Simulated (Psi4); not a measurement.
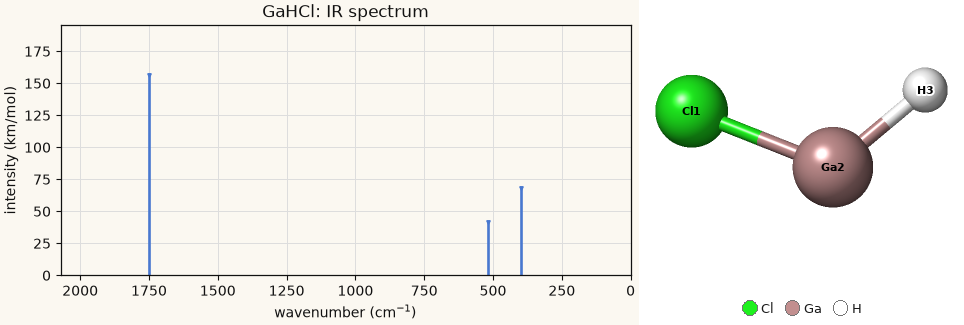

Infrared spectrum of GaHCl, SMILES [Cl][GaH], doublet. Unscaled harmonic wavenumbers and double-harmonic intensities, ωB97X-D/def2-TZVP (dispersion in the functional's name) with Psi4, at a geometry relaxed at this level, isolated molecule.

> List the modes.

```tsv
cm⁻¹	km/mol
399.7	68.4
519.9	41.5
1748.3	156.1
```
